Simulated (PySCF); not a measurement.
## Electronic structure of C3H4FN in real space

```yaml
atoms:
  - { symbol: F, position_ang: [1.0328, 0.2040, 1.6272] }
  - { symbol: C, position_ang: [1.0762, -0.5713, 0.4658] }
  - { symbol: C, position_ang: [-0.1048, -0.4095, -0.3225] }
  - { symbol: N, position_ang: [-0.7844, -0.7727, -1.3018] }
  - { symbol: C, position_ang: [-1.3944, 0.2711, -0.3791] }
  - { symbol: H, position_ang: [1.1058, -1.5985, 0.8807] }
  - { symbol: H, position_ang: [2.0387, -0.3526, 0.0016] }
  - { symbol: H, position_ang: [-2.2172, 0.0786, 0.2959] }
  - { symbol: H, position_ang: [-1.4649, 1.2280, -0.8306] }
```

Geometry: GFN2-xTB, MD frame at 250 fs, 300 K.

Level of theory: PBE0/pcSseg-1, SCF density, gas phase, non-relativistic in PySCF 2.14.0.

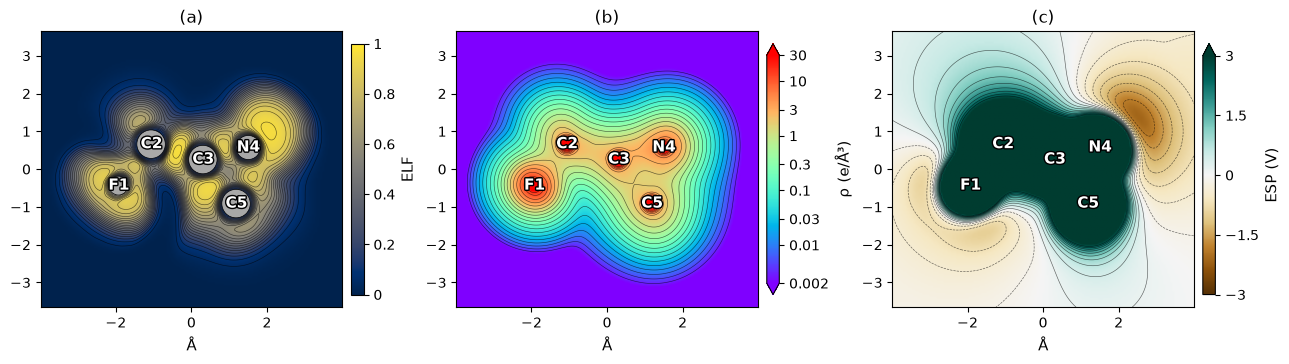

Figure 1. (a) ELF; (b) total electron density; (c) electrostatic potential on the plane of atoms F1, C2 and C3. Grey discs cover the atomic cores in the ELF map.

Interpret the plot.

The plane passes through F, C and N nuclei. C–N (1.25 Å): ρ is about 2.9 e/Å³ halfway; the ELF peaks at about 0.85 between the atoms: a short, multiple covalent bond. C–F (1.40 Å): the density is about 2 e/Å³ at the midpoint, with its minimum of 1.6 e/Å³ about 0.5 Å from C; the ELF peaks at about 0.85 between the atoms, as expected for a shared but strongly polarised pair. C–C (1.43 Å): ρ is about 2 e/Å³ halfway; the ELF peaks at about 0.95 between the atoms (a covalent bond). The ELF also peaks beside F1 and N4, away from the bonds: lone-pair regions. Outside the dense part of the molecule the potential is most negative (−2.1 V) near N4.

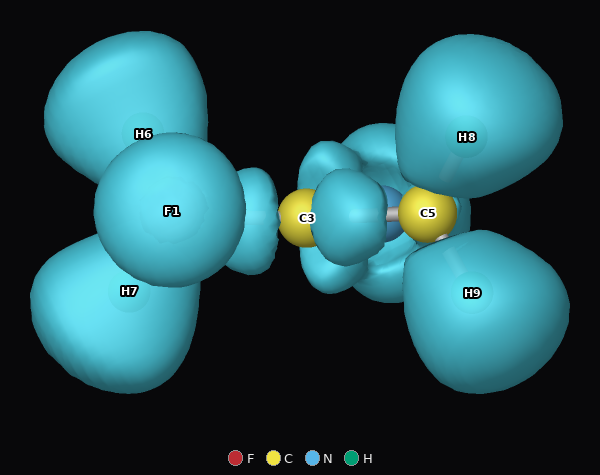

Figure 2. Isosurface of the electron localisation function at 0.75 (cyan), seen from one side. Only the valence region is drawn (cores and ρ < 0.01 e/Å³ removed).

Where are the electrons localised?

The surface consists of two regions between bonded C–C atoms (shared pairs), four regions around hydrogen nuclei, one region on F in which the atom's valence shell and bonds are merged and one region on N in which the atom's valence shell and bonds are merged.

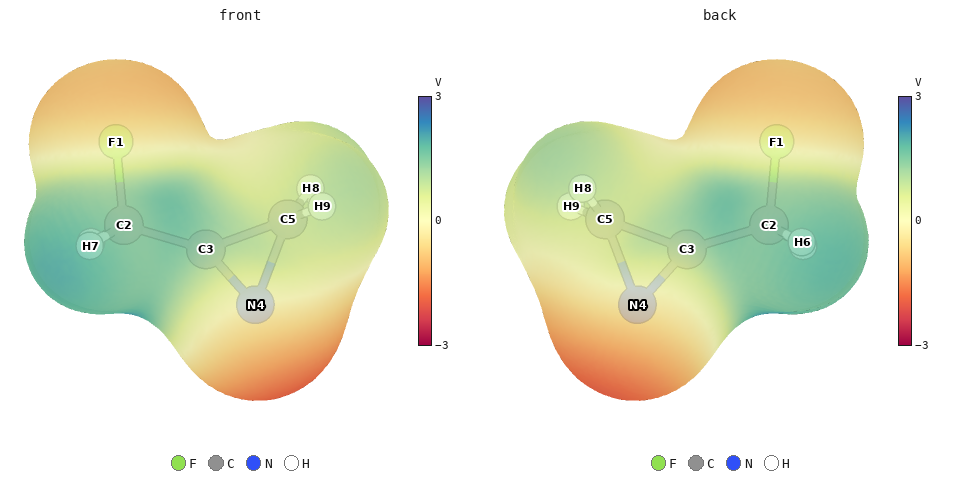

Figure 3. The molecular electrostatic potential painted on the density surface at 0.004 e/bohr³, seen from the front and from behind; the colour scale runs from red (negative) to blue (positive).

Describe the electrostatic potential map.

The most negative region (about −1.9 V) lies over N4, the most positive (about +2.0 V) over C2. N4 is the likeliest acceptor of a hydrogen bond.

How polar is the molecule by this calculation?

Its dipole moment is 1.24 D.
